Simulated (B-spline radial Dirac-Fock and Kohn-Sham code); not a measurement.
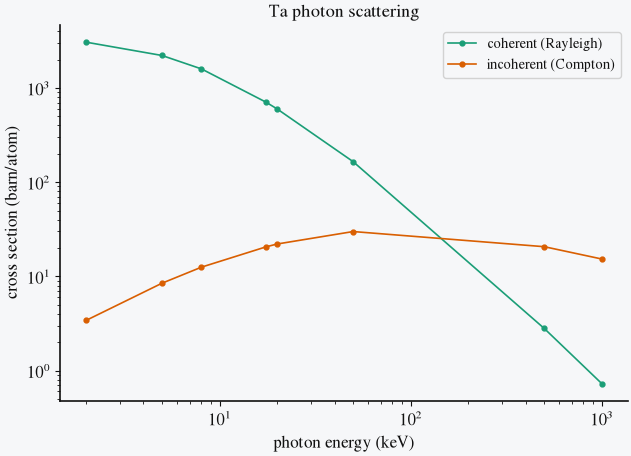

Coherent and incoherent photon scattering cross sections against photon energy, computed at the marked points and joined by straight lines. Species: the tantalum atom ([Xe] 4f14 5d2 6s2 6p1), which is not the ground configuration. Computed with a B-spline radial code: Thomson × f² and Klein–Nishina × S on Dirac–Fock densities, without anomalous dispersion.

Question: Where does Compton scattering overtake Rayleigh scattering?

Answer: Between 50.0 keV and 500 keV.
